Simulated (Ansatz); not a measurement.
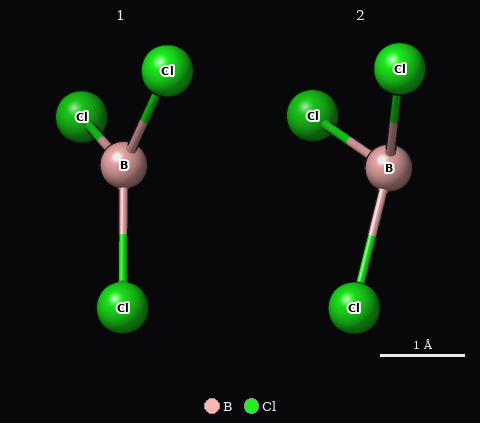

Two geometries of BCl3, drawn at one scale. One is the start of a relaxation, the other its converged end. The picture is a ball-and-stick view, seen from a free direction.

The calculation used Ansatz 0.2.0, RKS PBE0-D4/def2-TZVP. Set-up: force threshold 0.005 eV/Å; at most 200 steps.

Which of the two is the end point?

Answer. Structure 1 is the relaxed one. It is one of the separated products of a reaction. Over 3 geometry steps the energy falls by 76.0 kJ/mol. The largest force component goes from 3.5 to 0.0016 eV/Å. The B atom moves most after the best rigid fit: 0.32 Å. Largest moves by element: B 0.32 Å, Cl 0.11 Å. Some distances before and after: B–Cl 1.821 → 1.737 Å, B–Cl 1.789 → 1.737 Å. Bond angles that change, for instance: Cl–B–Cl 114.3° → 120.0°, Cl–B–Cl 114.9° → 120.0°.
